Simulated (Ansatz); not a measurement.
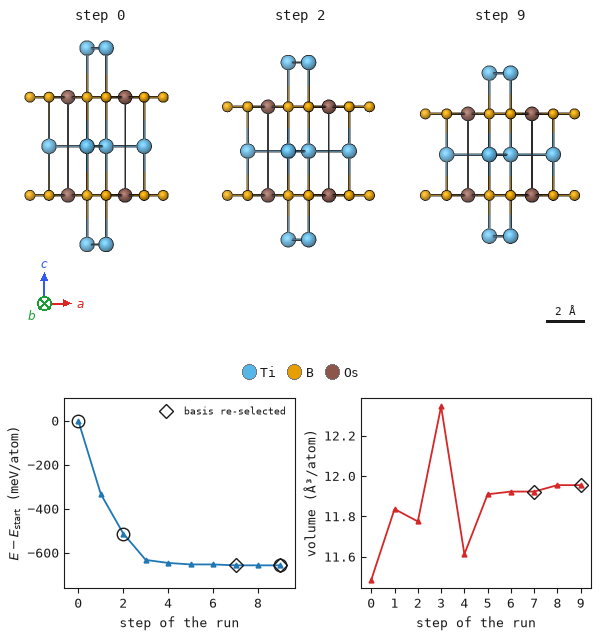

Frames of a relaxation of crystalline Ti₂B₂Os (a generated structure, set up in P6/mmm) (coarse preliminary run), marked on the history of the run. A ball-and-stick model of the cell of the calculation, seen along the b axis.

The calculation used DFT PBE, scalar-relativistic, plane waves, PAW (Ansatz).

Input
```yaml
crystal:
  lattice:
    - [3.54467942, 0.0, 0.0]
    - [-1.77233971, 3.06978243, 0.0]
    - [0.0, 0.0, 5.27787913]
  atoms:
    - { symbol: Ti, position: [0.33333333, 0.66666667, 0.5] }
    - { symbol: Ti, position: [0.66666667, 0.33333333, 0.5] }
    - { symbol: B, position: [0.33333333, 0.66666667, 0.0] }
    - { symbol: B, position: [0.66666667, 0.33333333, 0.0] }
    - { symbol: Os, position: [0.0, 0.0, 0.0] }
basis:
  ecutwfc: 420
kpoints:
  mp_grid: { grid: [6, 6, 4] }
hamiltonian:
  xc: pbe
scf:
  occupations: { method: gaussian, width: 0.1 }
  lower_state_search: "off"
output:
  forces: true
  stress: true
  eigenvalues: true
relax:
  adjacent_minimum: "off"
  f_tol: 0.04
  max_steps: 70
  cell: { stress_tol: 0.4 }
```

Command:
```bash
ansatz run input.yaml --threads 1 --pin off --max-ram 2560MiB --backend cpu --events-out ev --progress --plain --runs-dir out
```

### Describe the path.

Over 7 accepted moves (9 points after the start) the energy falls by 657 meV per atom. All forces vanish by symmetry, so only the cell relaxes. The pressure goes from 30.54 to 0.03 GPa. At 2 points the geometry stayed and the basis and grid were re-selected for the new cell (energy shift of 4.1 meV per atom at most each time). No atom moves by more than 0.005 Å relative to the cell. The volume changes by +4.1 %, with a = b 3.545 → 3.969 Å (+12.0 %), c 5.278 → 4.381 Å (−17.0 %). Some distances before and after: Ti1–B3 2.639 → 2.191 Å, B3–Os5 2.047 → 2.292 Å, Ti1–Ti2 2.047 → 2.292 Å. The space group stays P6/mmm (No. 191). The run took 45 s on 1 thread of Arm Neoverse N1, with other jobs on the host, peak memory 0.36 GiB. From step 0 to 2: volume +2.5 %, energy −512 meV per atom. From step 2 to 9: volume +1.5 %, energy −145 meV per atom.

```json
{"step": "0", "E − E(0), meV/atom": "0.00", "pressure, GPa": "30.54", "volume, Å³/atom": "11.486", "note": ""}
{"step": "1", "E − E(0), meV/atom": "-332.49", "pressure, GPa": "12.07", "volume, Å³/atom": "11.837", "note": ""}
{"step": "2", "E − E(0), meV/atom": "-512.17", "pressure, GPa": "7.42", "volume, Å³/atom": "11.775", "note": ""}
{"step": "3", "E − E(0), meV/atom": "-632.10", "pressure, GPa": "-5.42", "volume, Å³/atom": "12.345", "note": ""}
{"step": "4", "E − E(0), meV/atom": "-645.87", "pressure, GPa": "5.20", "volume, Å³/atom": "11.613", "note": ""}
{"step": "5", "E − E(0), meV/atom": "-652.65", "pressure, GPa": "0.19", "volume, Å³/atom": "11.910", "note": ""}
{"step": "6", "E − E(0), meV/atom": "-652.68", "pressure, GPa": "0.00", "volume, Å³/atom": "11.923", "note": ""}
{"step": "7", "E − E(0), meV/atom": "-656.73", "pressure, GPa": "0.53", "volume, Å³/atom": "11.923", "note": "same geometry, new basis"}
{"step": "8", "E − E(0), meV/atom": "-656.81", "pressure, GPa": "0.04", "volume, Å³/atom": "11.955", "note": ""}
{"step": "9", "E − E(0), meV/atom": "-656.84", "pressure, GPa": "0.03", "volume, Å³/atom": "11.955", "note": "same geometry, new basis"}
```
